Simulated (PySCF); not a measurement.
# Br2HSi, doublet, SMILES `Br[SiH]Br`: electronic structure

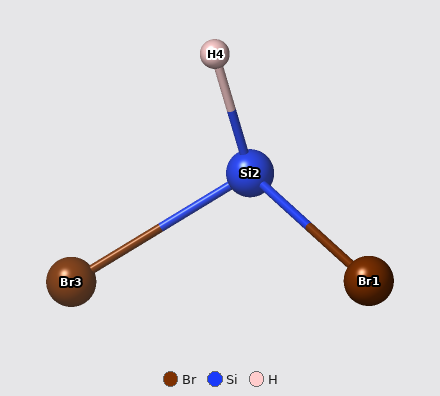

The molecule, with its atoms numbered as below. No frequency check shows the geometry to be a minimum.

Geometry (Å), atoms numbered from 1:

```
Br1      1.8144   -0.2388    0.0100
Si2     -0.0001    1.0567   -0.1241
Br3     -1.8143   -0.2388    0.0100
H4      -0.0004    1.9239    1.0404
```

### 1. Bonding charge

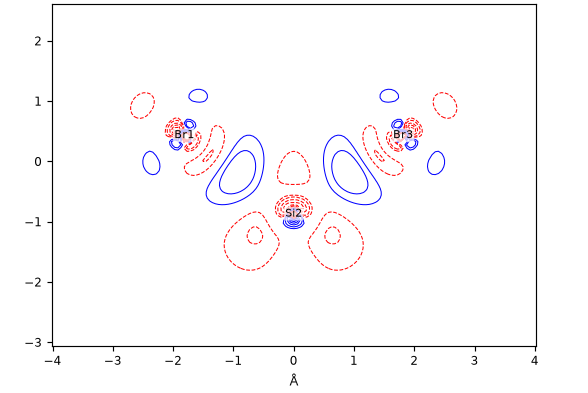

Deformation density (molecule less spherical, spin-averaged free atoms) in the plane of Br1, Si2 and Br3; contours at ±0.05 to ±0.8 e/Å³; solid blue lines: gain, dashed red lines: loss.

Level of theory: PBE0/def2-TZVP (PySCF), at a geometry from GFN2-xTB. The stability of the open-shell solution wasn't checked. GFN2-xTB doesn't know the spin state, so this open-shell geometry is rough.

**Describe the bonding that the map shows.**

Si2–Br3 and Br1–Si2: +0.07 e/Å³ at the bond critical point (bond length 2.23 Å, Mayer order 1.2). In all, 0.8 electrons gather in the regions of gain relative to the promolecule. A small or negative value marks a very polar bond, one between electron-rich atoms, whose free-atom densities already overlap strongly, a long bond to a heavier atom, or a closed-shell contact such as a hydrogen bond.

### 2. Bond critical points

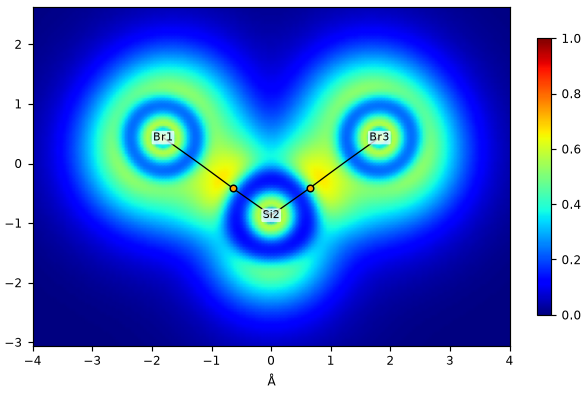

Localised orbital locator (LOL) in the plane of Br1, Si2 and Br3, with bond paths and bond critical points (dots).

**Rank the bonds in the plane by LOL at their critical points.**

Si2–Br3 and Br1–Si2: about 0.43. Values above 0.5 mark slow, localised electrons, as in shared pairs; low values at a critical point mark a polar or closed-shell contact whose critical point lies between the shells.

**Where along Si2–Br3 does the critical point lie?**

0.79 Å from Si2 and 1.44 Å from Br3.

### 3. Electrostatic potential

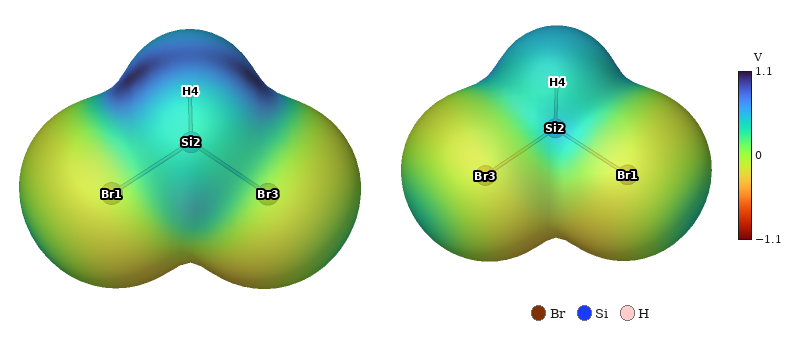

Electrostatic potential on the surface of electron density 0.001 a.u. (back view left, front view right).

**Where are the extremes of the potential on the surface?**

Highest: 1.04 V, off the Si2–H4 bond (2.0 to 2.1 Å from its atoms), and at like points elsewhere. Further maxima include 0.52 V, 2.2 Å from Si2; 0.48 V, 2.0 Å from H4. Lowest: −0.30 V, 2.2 Å from Br1. Further minima include −0.16 V, 2.2 Å from Br3; 0.32 V, 2.4 Å from Si2. The surface is sampled at points, so like sites can differ by a few per cent and only the strongest of them is named.

**Does Br1 carry a σ-hole?**

Yes: a local maximum of +0.35 V lies on the extension of the Si2–Br1 bond.

**What volume does the surface enclose, and what is the dipole moment?**

About 115 Å³; the dipole moment is 1.1 D.

### 4. Spin density

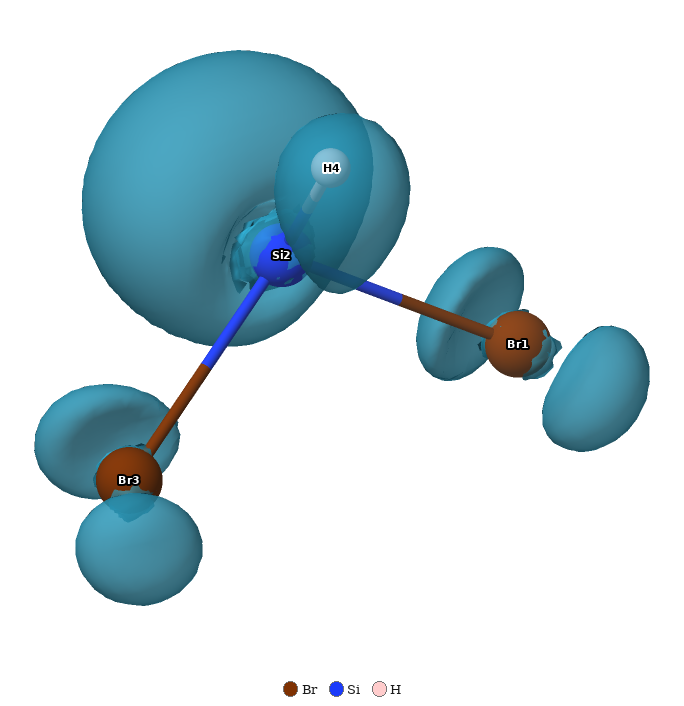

Spin density ρα − ρβ at ±0.03 e/Å³ (light blue: excess α, orange: excess β).

**Give the atomic spin populations that go with this picture.**

Hirshfeld spin populations: Si2 +0.69, Br1 and Br3 +0.12 and H4 +0.08. ⟨S²⟩ = 0.75, as for a pure state.

### 5. In an electric field

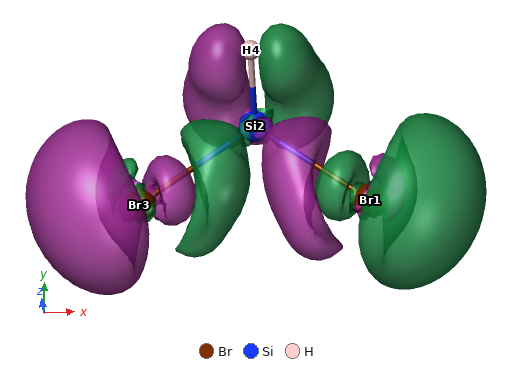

Change of the electron density in a uniform field of 0.41 V/Å, surfaces at ±0.003 e/Å³ (green: gain, purple: loss).

Computed with PySCF, PBE/def2-SVPD, geometry: GFN2-xTB. The stability of the open-shell solution wasn't checked. GFN2-xTB doesn't know the spin state, so this open-shell geometry is rough.

**Along which Cartesian direction does the field point?**

Along −x: electrons gather on the +x side, against the field.

**How large is the response?**

The induced dipole is 2.02 D (along the field); α along this axis, from the fields in both directions, is 100 bohr³ (14.8 Å³).

**Which atoms gain and lose the most charge?**

Electrons gather most on Br1 (Hirshfeld charge changes by −0.065 e) and leave Br3 most (+0.066 e); 0.126 electrons are displaced in all.

### 6. Removing or adding an electron

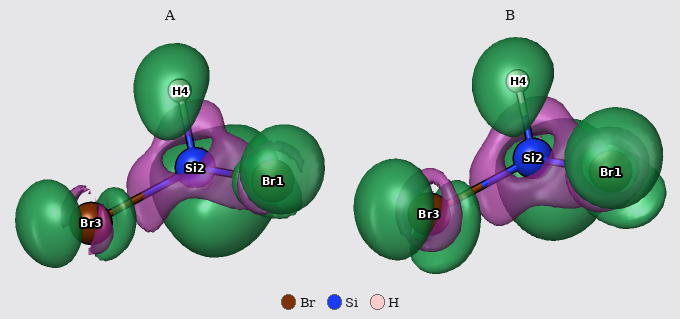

The two Fukui functions at ±0.02 e/Å³ (green positive, purple negative).

Level of theory: ωB97X/aug-cc-pVDZ (PySCF), at a geometry from GFN2-xTB. GFN2-xTB doesn't know the spin state, so this open-shell geometry is rough.

**Which panel is f⁻ (electron removed) and which f⁺ (electron added)?**

A is f⁺, B is f⁻. f⁻ (Hirshfeld-condensed) is largest on Si2 (0.38) and Br1 and Br3 (0.26 each); the vertical ionisation energy is 9.01 eV (to the singlet cation, which needn't be its lowest state). f⁺ (Hirshfeld-condensed) is largest on Si2 (0.48); the vertical electron affinity is 1.85 eV (to the singlet anion, which needn't be its lowest state).
